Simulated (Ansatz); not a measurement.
SiO2 (alpha-quartz type, space group P3_121)

```cif
data_O6Si3
_chemical_formula_sum 'Si3 O6'
_space_group_name_H-M_alt 'P 1'
_space_group_IT_number 1
_cell_length_a 4.94935
_cell_length_b 4.94935
_cell_length_c 5.44191
_cell_angle_alpha 90.000
_cell_angle_beta 90.000
_cell_angle_gamma 120.000
loop_
_space_group_symop_operation_xyz
  'x, y, z'
loop_
_atom_site_label
_atom_site_type_symbol
_atom_site_fract_x
_atom_site_fract_y
_atom_site_fract_z
_atom_site_occupancy
Si1 Si 0.47048 0.00000 0.83333 1
Si2 Si 0.00000 0.47048 0.16667 1
Si3 Si 0.52952 0.52952 0.50000 1
O1 O 0.41256 0.26669 0.71428 1
O2 O 0.73331 0.14588 0.04761 1
O3 O 0.85412 0.58744 0.38094 1
O4 O 0.14588 0.73331 0.95239 1
O5 O 0.26669 0.41256 0.28572 1
O6 O 0.58744 0.85412 0.61906 1
```

This relaxed cell (volume V₀) is scaled evenly in all directions, its shape held. The atoms relax within the cell's symmetry.

All values below come from PBEsol (plane waves to 420 eV, PAW, scalar-relativistic; Ansatz, a quantum-chemistry and plane-wave program). k mesh 8×8×6 (Γ-centred), Fermi-Dirac smearing 0.05 eV. Energies are smeared free energies. The relaxing atoms change the space group within the scan (P6_422 at V/V₀ = 1.120), so nothing is fitted. SiO2 was relaxed with its symmetry unable to fall. ΔE is measured from the relaxed starting cell.

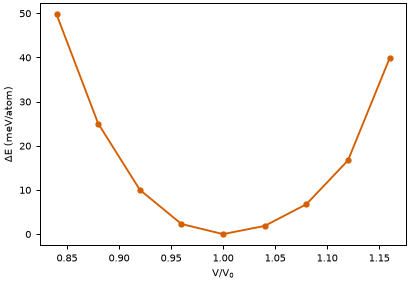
Figure. ΔE (meV/atom) against V/V₀; one marker a computed point.

What is ΔE at V/V₀ = 0.840?

About 50 meV/atom.

What is ΔE at V/V₀ = 1.160?

About 40 meV/atom.

(Under strain, the slope of the energy per volume gives the stress and its curvature an elastic modulus.)
